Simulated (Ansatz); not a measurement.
Pressure series in PbTe

Take PbTe in the rock salt structure (space group Fm-3m, No. 225) as the base.

```
CELL_PARAMETERS angstrom
      0.00000     3.18980     3.18980
      3.18980     0.00000     3.18980
      3.18980     3.18980     0.00000
ATOMIC_POSITIONS crystal
  Te 0.50000 0.50000 0.50000
  Pb 0.00000 0.00000 0.00000
```

Cell and atoms are relaxed at each pressure.

Level of theory: DFT with LDA, PAW potentials and a 420 eV plane-wave cutoff in Ansatz (a first-principles code), without spin-orbit coupling.

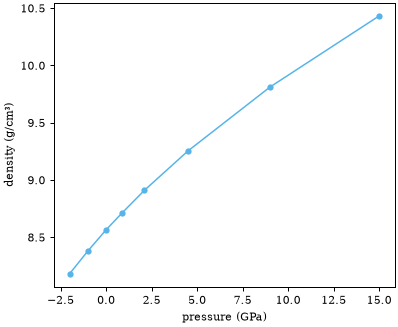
*Density against pressure*

### Question
From the plot, what is the density for pressure 4.5 GPa?

### Answer
About 9.3 g/cm³.

### Question
Is the trend monotonic over the range shown?

### Answer
Yes, it rises throughout, spanning 8.18 g/cm³ to 10.43 g/cm³.

Load acts through the strain it causes; cell and atoms are relaxed under it. Whether these cells are dynamically stable was not tested. No other phases were tried under pressure. All final runs are without spin polarisation.
